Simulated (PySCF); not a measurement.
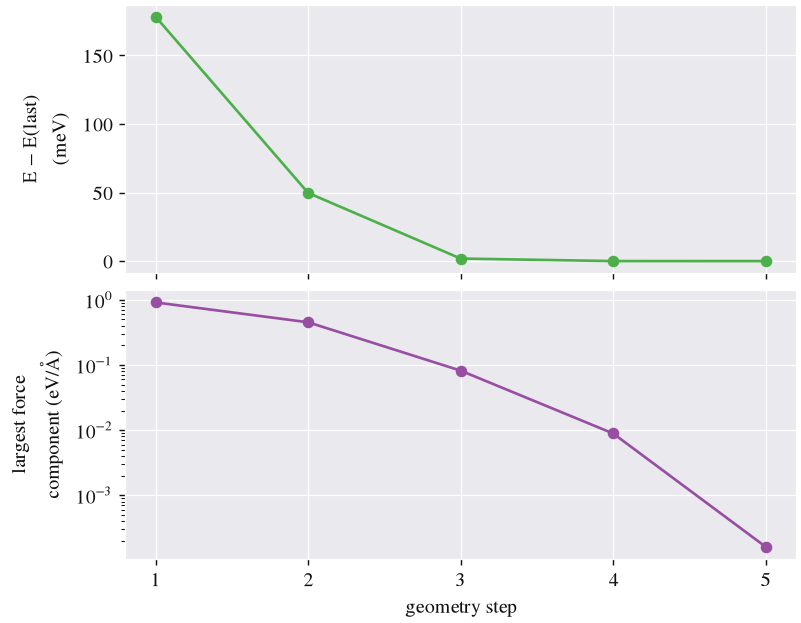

History of a geometry optimisation. The start has point group Td, which is kept. A held symmetry can leave a saddle point.

CuCl4 molecule, multiplicity 4; UKS-based PBE, Cu def2-SVP, Cl def2-SVP; non-relativistic Hamiltonian; density fitting in PySCF 2.14.0.

How did the optimisation end?

Answer. The optimisation met its thresholds at geometry 5, counting the start as the first. The energy fell by about 180 meV from the first step to the last. The largest force component goes from about 0.91 eV/Å at the start to 1.6 × 10⁻⁴ eV/Å at the end.
